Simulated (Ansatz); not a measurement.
# Converging the k-point mesh: PdPt (R3m, 2 atoms in the cell)

```xyz
2
Lattice="1.3765 0.7947 4.5376 -1.3765 0.7947 4.5376 0.0000 -1.5894 4.5376" Properties=species:S:1:pos:R:3 pbc="T T T"
Pd     0.0000     0.0000     0.0500
Pt     0.0000     0.0000     6.8063
```

Method: PBEsol, default PAW files made with PBE (plane waves; Ansatz, a quantum-chemistry and plane-wave program).

Base settings: basis.ecutwfc = 420 eV; kpoints.mp_grid.grid = 14 14 14; hamiltonian.xc = pbesol; hamiltonian.pseudopotentials = {kind: paw} (the program's default PAW files); scf.occupations.method = fermi_dirac; scf.occupations.width = 0.1 eV.

Only quantities that move along the ladder and can be compared are tabulated.

The starting cell comes from a database of computed structures (which also holds hypothetical and non-ambient phases and stackings), without a prior relaxation at this level. Its lattice was rescaled by up to half a per cent. One atom was moved a little off its site on purpose. Spin polarisation is off. Ansatz's pressure includes its estimate of the finite-basis (Pulay) stress.

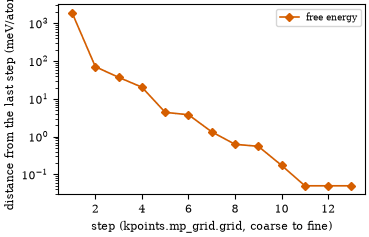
Figure: Distance from the last step along the ladder; very small values are drawn at a floor.

| kpoints.mp_grid.grid | free energy less the last step's (meV/atom) | pressure (GPa) | largest difference of a force vector from the last step's (eV/Å) |
|---|---|---|---|
| 2 2 2 | 1913.99 | 26.72 | 0.023 |
| 4 4 4 | -71.26 | -2.53 | 0.028 |
| 6 6 6 | -37.28 | -2.34 | 0.012 |
| 8 8 8 | 20.44 | -1.27 | 0.003 |
| 10 10 10 | 4.40 | -1.38 | 0.005 |
| 12 12 12 | -3.81 | -1.63 | 0.001 |
| 14 14 14 | -1.34 | -1.63 | 0.001 |
| 15 15 15 | -0.63 | -1.57 | 0.001 |
| 18 18 18 | 0.55 | -1.55 | 0.001 |
| 22 22 22 | -0.17 | -1.58 | 0.001 |
| 27 27 27 | 0.03 | -1.57 | 0.000 |
| 30 30 30 | -0.05 | -1.58 | 0.000 |
| 37 37 37 | 0.02 | -1.57 | 0.000 |
| 46 46 46 | 0.00 | -1.57 | 0.000 |

Coarsest kpoints.mp_grid.grid that holds the pressure within 0.5 GPa of the last step, with all finer ones: 8 8 8; the step before is off by 0.77 GPa.

Coarsest kpoints.mp_grid.grid that holds the free energy within 2 meV/atom of the last step, with all finer ones: 14 14 14; the step before is off by 3.8 meV/atom.

Coarsest kpoints.mp_grid.grid that holds the forces within 0.02 eV/Å of the last step, with all finer ones: 6 6 6; the step before is off by 0.028 eV/Å.

Keys are those of Ansatz 0.2.
